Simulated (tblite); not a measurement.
**Geometry relaxation, with input and output: C₅H₆BF₃O (charge +1) (part 1 of 2)**

System: C₅H₆BF₃O, charge +1, multiplicity 2.
Method: GFN2-xTB geometry optimisation, gas phase (tblite 0.8.0).

It belongs to a series of runs on one base structure; here: electron removed.

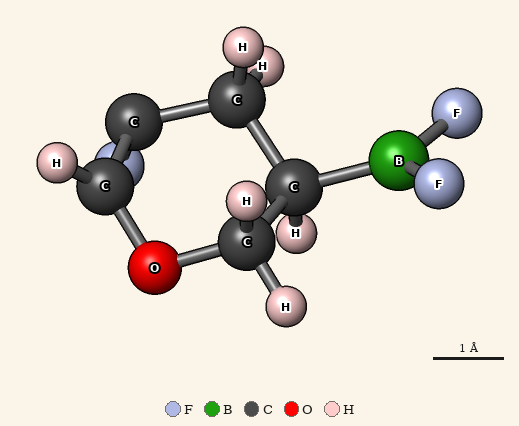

**Figure 1.** The input geometry (ball-and-stick view, seen at a tilt). Bond lengths as drawn: B–C 1.60 Å, B–F 1.45 to 1.46 Å, C–C 1.50 to 1.56 Å, C–F 1.39 Å, C–H 1.08 to 1.11 Å and C–O 1.38 to 1.42 Å.

### Summary

```tsv
quantity	value
outcome	converged
total energy	−893.8438 eV
hardware	1 CPU thread, shared host
wall time	0.97 s
peak memory	0.17 GiB
```

### Input file
```
{"job": {"kind": "relax", "xc": "GFN2-xTB", "basis": "xTB"}, "charge": 1, "multiplicity": 2}
F      2.569700    -1.377300     0.857100
B      2.147100    -0.287500    -0.018900
F      3.147000     0.653500    -0.469200
C      0.625000    -0.137200    -0.485600
C     -0.253700    -1.301400     0.072400
O     -1.589000    -1.168900    -0.395500
C     -2.086400     0.012800     0.121300
C     -1.453000     1.304800    -0.296000
F     -1.684900     1.499000    -1.648500
C      0.043000     1.214400    -0.022000
H      0.610400    -0.188900    -1.589900
H     -0.223500    -1.346700     1.181800
H      0.140000    -2.265200    -0.302200
H     -2.762600    -0.011200     0.967700
H      0.201800     1.359800     1.069000
H      0.561600     2.049000    -0.539700
```

The first line tells a small driver script what to run in tblite; the rest is the geometry in Å.

Launched with:
```bash
OMP_NUM_THREADS=1 python <driver script> task.json out
```

### What the program printed
```
step      E/eV     max force
  0    -889.67302    4.394
  1    -890.76527    2.798
  2    -891.05632    2.991
  3    -891.18289    1.122
  4    -891.24850    0.623
  5    -891.29696    0.545
  6    -891.31538    0.418
  7    -891.34299    0.433
  8    -891.36769    0.430
  9    -891.40493    0.466
 10    -891.43582    0.527
 11    -891.47491    0.772
 12    -891.52069    0.925
 13    -891.57748    0.917
 14    -891.63367    0.602
 15    -891.67178    0.390
 16    -891.68968    0.356
 17    -891.70677    0.460
 18    -891.72650    0.515
 19    -891.75170    0.455
 20    -891.77479    0.309
 21    -891.79370    0.477
 22    -891.84311    1.134
 23    -891.77013    0.907
 24    -891.98778    1.585
 25    -892.13373    1.808
 26    -892.34344    1.356
 27    -892.60776    2.278
 28    -892.80132    2.654
 29    -893.00908    1.576
 30    -893.03619    1.155
 31    -893.15732    0.637
 32    -893.20465    0.964
 33    -893.25405    1.318
 34    -893.31513    0.510
 35    -893.36588    0.517
 36    -893.41411    0.557
 37    -893.46281    0.563
 38    -893.50106    0.486
 39    -893.53553    0.523
 40    -893.57062    0.501
 41    -893.60767    0.470
 42    -893.64221    0.586
 43    -893.66739    0.728
 44    -893.69636    0.555
 45    -893.71867    0.461
 46    -893.73739    0.315
 47    -893.74770    0.308
 48    -893.75800    0.261
 49    -893.76411    0.277
 50    -893.76965    0.233
 51    -893.77583    0.202
 52    -893.78428    0.159
 53    -893.78719    0.150
 54    -893.79227    0.176
 55    -893.79831    0.179
 56    -893.80506    0.198
 57    -893.80870    0.273
 58    -893.81261    0.246
 59    -893.81572    0.170
 60    -893.82020    0.146
 61    -893.82253    0.143
 62    -893.82384    0.099
 63    -893.82522    0.077
 64    -893.82643    0.080
 65    -893.82747    0.066
 66    -893.82815    0.054
 67    -893.82857    0.055
 68    -893.82881    0.044
 69    -893.82904    0.036
 70    -893.82932    0.033
 71    -893.82965    0.034
 72    -893.83011    0.054
 73    -893.83056    0.058
 74    -893.83095    0.053
 75    -893.83126    0.040
 76    -893.83156    0.043
 77    -893.83188    0.043
 78    -893.83220    0.052
 79    -893.83253    0.051
 80    -893.83290    0.060
 81    -893.83341    0.074
 82    -893.83410    0.082
 83    -893.83488    0.087
 84    -893.83555    0.058
 85    -893.83605    0.050
 86    -893.83643    0.047
 87    -893.83678    0.050
 88    -893.83708    0.037
 89    -893.83731    0.035
 90    -893.83749    0.033
 91    -893.83764    0.034
 92    -893.83778    0.033
 93    -893.83796    0.034
 94    -893.83816    0.037
 95    -893.83841    0.044
 96    -893.83875    0.056
 97    -893.83919    0.065
 98    -893.83965    0.058
 99    -893.84004    0.040
100    -893.84030    0.039
101    -893.84050    0.034
102    -893.84073    0.041
103    -893.84103    0.042
104    -893.84128    0.032
105    -893.84137    0.038
106    -893.84141    0.018
107    -893.84146    0.013
108    -893.84150    0.021
109    -893.84158    0.025
110    -893.84165    0.020
111    -893.84170    0.016
112    -893.84174    0.016
113    -893.84178    0.018
114    -893.84183    0.018
115    -893.84188    0.017
116    -893.84194    0.017
117    -893.84200    0.020
118    -893.84207    0.021
119    -893.84215    0.020
120    -893.84221    0.018
121    -893.84226    0.020
122    -893.84231    0.019
123    -893.84236    0.017
124    -893.84242    0.016
125    -893.84247    0.019
126    -893.84254    0.025
127    -893.84266    0.036
128    -893.84287    0.050
129    -893.84312    0.051
130    -893.84333    0.036
131    -893.84339    0.078
132    -893.84353    0.020
133    -893.84360    0.016
134    -893.84374    0.015
135    -893.84376    0.014
136    -893.84378    0.007
```

### Trajectory as extended XYZ (Å, eV, eV/Å), 14 of the 137 frames kept, from step=0 to step=136
```
16
Properties=species:S:1:pos:R:3:forces:R:3 step=0 energy=-889.67302
F     2.5697   -1.3773    0.8571   -1.1810   3.3080  -2.6400
B     2.1471   -0.2875   -0.0189    4.0240  -0.2160   1.0070
F     3.1470    0.6535   -0.4692   -2.8900  -2.8990   1.4750
C     0.6250   -0.1372   -0.4856   -0.4710  -1.1920   0.2540
C    -0.2537   -1.3014    0.0724    1.5780   0.5200  -0.4130
O    -1.5890   -1.1689   -0.3955   -1.8680   2.6230   1.2350
C    -2.0864    0.0128    0.1213    1.0130  -0.8440  -0.4850
C    -1.4530    1.3048   -0.2960    1.0630  -3.0510  -2.7930
F    -1.6849    1.4990   -1.6485    0.2700  -0.0030   1.8810
C     0.0430    1.2144   -0.0220   -0.3960   2.0840   1.1290
H     0.6104   -0.1889   -1.5899   -0.1060   0.0640   0.2510
H    -0.2235   -1.3467    1.1818   -0.1020   0.1050  -0.4410
H     0.1400   -2.2652   -0.3022   -0.3740   0.2280  -0.0660
H    -2.7626   -0.0112    0.9677   -0.2990  -0.2220  -0.0610
H     0.2018    1.3598    1.0690   -0.0350  -0.1710  -0.5030
H     0.5616    2.0490   -0.5397   -0.2250  -0.3340   0.1710
16
Properties=species:S:1:pos:R:3:forces:R:3 step=10 energy=-891.43582
F     2.5467   -1.2461    0.7550    0.0170  -0.0310   0.0360
B     2.1873   -0.2716   -0.0188   -0.4120  -0.0350  -0.1350
F     3.0765    0.5790   -0.4120   -0.0910   0.0330  -0.0130
C     0.5996   -0.1337   -0.4838    0.3160   0.1020   0.0520
C    -0.2465   -1.2960    0.0301    0.3030   0.0430  -0.0460
O    -1.6975   -1.2126   -0.1777    0.1610   0.4730   0.1690
C    -2.0992   -0.0253    0.1674   -0.0400   0.3990   0.1130
C    -1.3032    1.0816   -0.3987   -0.0900   0.0910  -0.0410
F    -1.5573    1.3634   -1.6571    0.0680  -0.3400  -0.1050
C     0.0812    1.2912    0.0314   -0.3370  -0.0810   0.0470
H     0.6100   -0.1240   -1.5833   -0.1140   0.0170   0.1040
H    -0.1549   -1.3423    1.1266    0.1500  -0.3080  -0.1610
H     0.0497   -2.2337   -0.4348    0.0760  -0.1120   0.0140
H    -2.8642    0.0826    0.9394    0.0430   0.0740  -0.2320
H     0.1689    1.3853    1.1120    0.1230  -0.0290  -0.0130
H     0.5952    2.1111   -0.4939   -0.1730  -0.2950   0.2100
16
Properties=species:S:1:pos:R:3:forces:R:3 step=21 energy=-891.79370
F     2.5481   -1.2355    0.7276    0.1280   0.1110  -0.0510
B     2.1693   -0.2432   -0.0293    0.1870  -0.0300   0.0540
F     3.0370    0.6346   -0.4267    0.0180  -0.1250   0.0990
C     0.6267   -0.0997   -0.4412   -0.1690  -0.0090  -0.0320
C    -0.2185   -1.2906    0.0302   -0.0050  -0.0510  -0.0490
O    -1.6260   -1.0547    0.2482    0.4180   0.0140   0.2290
C    -2.0911    0.1111    0.2427    0.0150  -0.2770  -0.0350
C    -1.3321    1.1648   -0.4524   -0.1970  -0.0280  -0.0660
F    -1.4077    0.9427   -1.7779   -0.1350   0.2730  -0.1070
C     0.0559    1.2718    0.0595    0.0280  -0.2030  -0.0350
H     0.5813   -0.0457   -1.5347    0.1490  -0.1100  -0.0640
H     0.1149   -1.6644    1.0128   -0.0740   0.0510  -0.0200
H    -0.0978   -2.1377   -0.6553   -0.2140   0.0570  -0.0540
H    -3.0413    0.2498    0.7502   -0.1800   0.1100  -0.0300
H     0.0615    1.3125    1.1474    0.0720   0.2940  -0.0360
H     0.6122    2.0934   -0.3992   -0.0390  -0.0750   0.1980
16
Properties=species:S:1:pos:R:3:forces:R:3 step=31 energy=-893.15732
F     2.7268   -1.2514    0.7500   -0.0490   0.0660   0.0090
B     2.3061   -0.2448    0.0441   -0.1980  -0.0370  -0.0880
F     3.1814    0.6124   -0.3882   -0.3100  -0.0720   0.0930
C     0.7207   -0.1616   -0.3884   -0.1090   0.0150   0.1800
C    -0.1750   -1.2926    0.1770    0.0980  -0.0110  -0.1020
O    -1.4347   -0.9024    0.6769   -0.2850   0.3290   0.0440
C    -2.0959    0.0869    0.1395    0.3320  -0.5380  -0.0760
C    -1.3796    1.0144   -0.6169    0.0380   0.1270   0.2950
F    -1.8626    1.6498   -1.6531    0.1810   0.1520   0.5580
C     0.0220    1.1815   -0.0845   -0.0300   0.1150   0.0260
H     0.7365   -0.2473   -1.4798    0.1270  -0.0950  -0.1110
H     0.2280   -1.8727    1.0141    0.3670   0.0160  -0.1830
H    -0.3704   -1.9574   -0.6762   -0.0090  -0.3440   0.2720
H    -3.1371    0.0699    0.4679   -0.0090   0.2590  -0.5060
H    -0.0691    1.3034    1.0084    0.1950   0.1130  -0.2740
H     0.5951    2.0207   -0.4890   -0.3390  -0.0940  -0.1350
16
Properties=species:S:1:pos:R:3:forces:R:3 step=42 energy=-893.64221
F     2.6446   -1.2572    0.7964    0.0630   0.2420  -0.1030
B     2.2282   -0.2816    0.0369    0.0360  -0.0800  -0.1750
F     3.0611    0.6347   -0.3547   -0.0260  -0.1530   0.1580
C     0.6803   -0.2319   -0.4460   -0.1050   0.2990   0.0100
C    -0.1493   -1.3512    0.2142   -0.0560   0.2280  -0.0920
O    -1.5075   -1.0372    0.4755    0.0880   0.0570   0.1350
C    -2.0819    0.0385    0.0389    0.0830  -0.4170  -0.3450
C    -1.3666    1.1082   -0.4828   -0.0030  -0.2860   0.5120
F    -1.9586    2.0688   -1.1296   -0.0840   0.1450   0.0150
C     0.0714    1.1848   -0.1557    0.1560  -0.1140   0.1000
H     0.6884   -0.3546   -1.5387   -0.0880  -0.0700   0.1080
H     0.3071   -1.6655    1.1725   -0.2930   0.0120  -0.1630
H    -0.2047   -2.2531   -0.4268    0.2000   0.2070   0.1910
H    -3.1665   -0.0143    0.1138   -0.0030   0.2250  -0.0600
H     0.2057    1.4272    0.9170   -0.0800  -0.0360  -0.3310
H     0.5407    1.9932   -0.7289    0.1130  -0.2590   0.0410
16
Properties=species:S:1:pos:R:3:forces:R:3 step=52 energy=-893.78428
F     2.6187   -1.2375    0.7957    0.0900   0.0160  -0.0740
B     2.2092   -0.3062   -0.0184    0.0180  -0.0250  -0.0150
F     3.0341    0.6452   -0.3327    0.0240  -0.0580  -0.0260
C     0.6610   -0.2563   -0.4769   -0.0350  -0.0400   0.0300
C    -0.1466   -1.3355    0.2504   -0.0430  -0.0620  -0.0290
O    -1.5529   -1.1508    0.2480    0.1060   0.0540  -0.0100
C    -2.0851   -0.0272   -0.0868    0.0530   0.0070  -0.0660
C    -1.3543    1.1286   -0.3456   -0.0780   0.0450  -0.0040
F    -1.9971    2.2152   -0.6966    0.0760  -0.1040   0.0870
C     0.1047    1.1577   -0.1897   -0.0430   0.0090  -0.0910
H     0.5573   -0.4260   -1.5586    0.1000  -0.0050   0.1240
H     0.1608   -1.4536    1.3030   -0.1010   0.0600  -0.0380
H     0.0294   -2.3151   -0.2180   -0.0660   0.0300   0.0720
H    -3.1700   -0.0116   -0.1126   -0.0830  -0.0610   0.0050
H     0.3743    1.5002    0.8189   -0.0360   0.0190   0.0130
H     0.5490    1.8820   -0.8780    0.0190   0.1150   0.0220
16
Properties=species:S:1:pos:R:3:forces:R:3 step=63 energy=-893.82522
F     2.7163   -1.2830    0.7143   -0.0200  -0.0100  -0.0370
B     2.2399   -0.3302   -0.0327   -0.0100  -0.0070  -0.0160
F     3.0519    0.6146   -0.4045   -0.0160  -0.0180   0.0020
C     0.6771   -0.2682   -0.4436   -0.0180   0.0250   0.0290
C    -0.1689   -1.3102    0.2952    0.0160  -0.0260   0.0500
O    -1.5658   -1.1955    0.0604    0.0580   0.0020  -0.0220
C    -2.0995   -0.0520   -0.1902   -0.0030  -0.0160   0.0410
C    -1.3632    1.1281   -0.2806   -0.0110   0.0000   0.0440
F    -2.0033    2.2644   -0.3806   -0.0260  -0.0120  -0.0400
C     0.1008    1.1480   -0.2212   -0.0040   0.0090   0.0120
H     0.6031   -0.4916   -1.5162    0.0070   0.0520   0.0120
H    -0.0236   -1.2638    1.3838   -0.0030   0.0690   0.0340
H     0.1034   -2.3285   -0.0009   -0.0200  -0.0120  -0.0500
H    -3.1837   -0.0597   -0.2862    0.0330   0.0120  -0.0450
H     0.4037    1.5704    0.7520    0.0040  -0.0300   0.0110
H     0.5041    1.8662   -0.9469    0.0140  -0.0380  -0.0260
```
